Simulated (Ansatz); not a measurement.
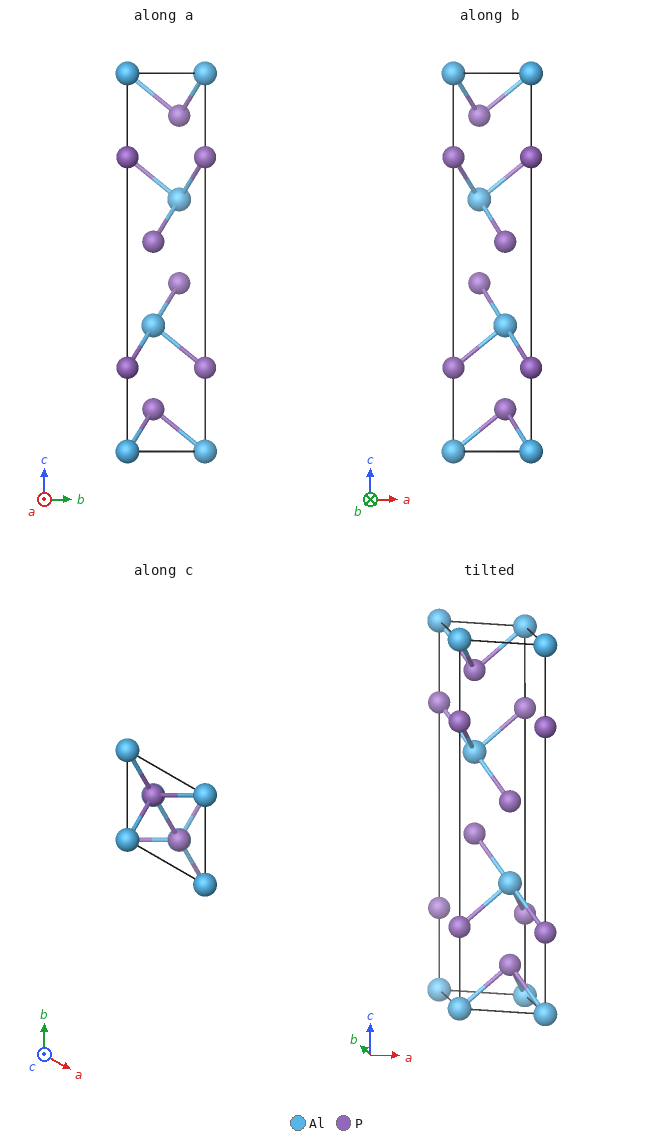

A ball-and-stick rendering, viewed along the a axis, along the b axis, along the c axis and slightly off an axis. The wireframe shows the conventional unit cell.

Lattice parameters: a = 3.4166 Å, b = 3.4166 Å, c = 14.4113 Å, α = 90.000°, β = 90.000°, γ = 120.000°.

Question: Record the structure as a CIF in P1 with every atom of the cell, with free fractional coordinates to two decimals.

Answer:
```cif
data_structure
_symmetry_space_group_name_H-M 'P 1'
_symmetry_Int_Tables_number 1
_cell_length_a 3.4166
_cell_length_b 3.4166
_cell_length_c 14.4113
_cell_angle_alpha 90.000
_cell_angle_beta 90.000
_cell_angle_gamma 120.000
_cell_volume 145.69
loop_
_atom_site_label
_atom_site_type_symbol
_atom_site_fract_x
_atom_site_fract_y
_atom_site_fract_z
_atom_site_occupancy
Al1 Al 0.00 0.00 0.00 1
P1 P 0.00 0.00 0.78 1
P2 P 0.3333 0.6667 0.89 1
Al2 Al 0.6667 0.3333 0.3333 1
P3 P 0.6667 0.3333 0.11 1
P4 P 0.00 0.00 0.22 1
Al3 Al 0.3333 0.6667 0.6667 1
P5 P 0.3333 0.6667 0.45 1
P6 P 0.6667 0.3333 0.55 1
```

Origin of the cell: a structure type filled with these elements by a generator (whether the compound takes this form wasn't checked). Earlier steps of the study may have refined or changed the cell and positions. It was set up as input for a calculation with Ansatz.
